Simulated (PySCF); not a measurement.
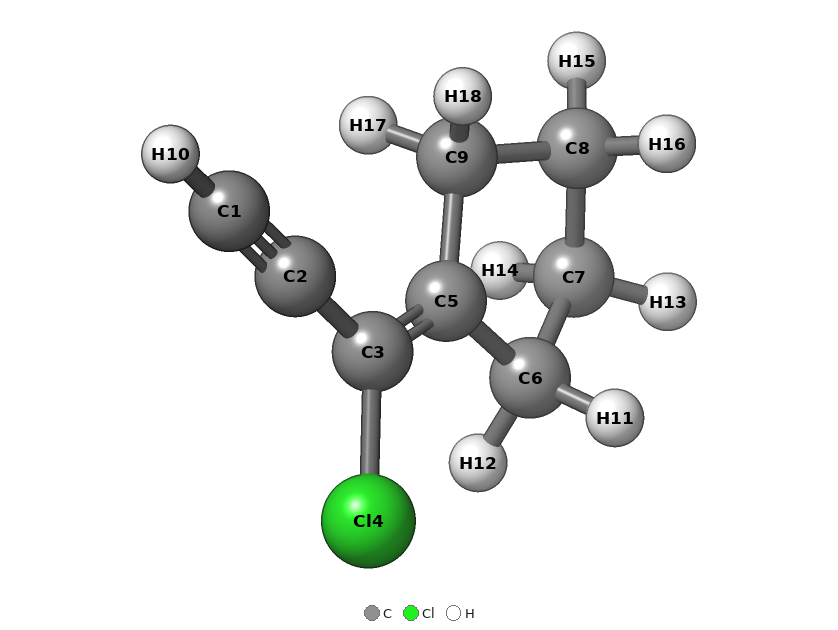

The geometry was computed by an optimisation with PBE0-D3(BJ)/def2-SVP. No frequency run is at hand to confirm it as a minimum. Level of theory: delta-SCF UKS SCAN, pcX-2 on the ionised atom, pcseg-1 elsewhere, spin-free X2C (PySCF 2.14.0).

Give the core-electron binding energies (to vacuum; p and d levels without spin–orbit splitting) of C1 1s, C2 1s, C3 1s, Cl4 1s, Cl4 2p, C5 1s, C6 1s, C7 1s, C8 1s, C9 1s.

| atom | level | binding energy (eV) |
| --- | --- | --- |
| C1 | 1s | 290.0 |
| C2 | 1s | 290.7 |
| C3 | 1s | 291.9 |
| Cl4 | 1s | 2828.4 |
| Cl4 | 2p | 206.4 |
| C5 | 1s | 290.3 |
| C6 | 1s | 290.7 |
| C7 | 1s | 290.7 |
| C8 | 1s | 290.7 |
| C9 | 1s | 290.7 |
